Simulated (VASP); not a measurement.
Band structure of Pb (fcc). All values below come from r2SCAN meta-GGA, VASP's PBE PAW potentials (set 64) (plane waves; VASP).

Unless said otherwise, spin-orbit coupling is left out, though it shifts the bands of the heavy elements here.

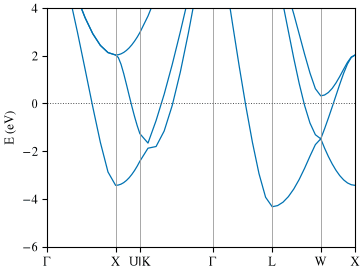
Bands along high-symmetry lines, zero at the valence-band maximum or, without a gap, the Fermi level

Task: Read the plot: is there a gap, and where are the band edges?

Result: It has no gap at this level: it comes out as a metal or semimetal.

The compound is Pb in the fcc structure. It was relaxed first.
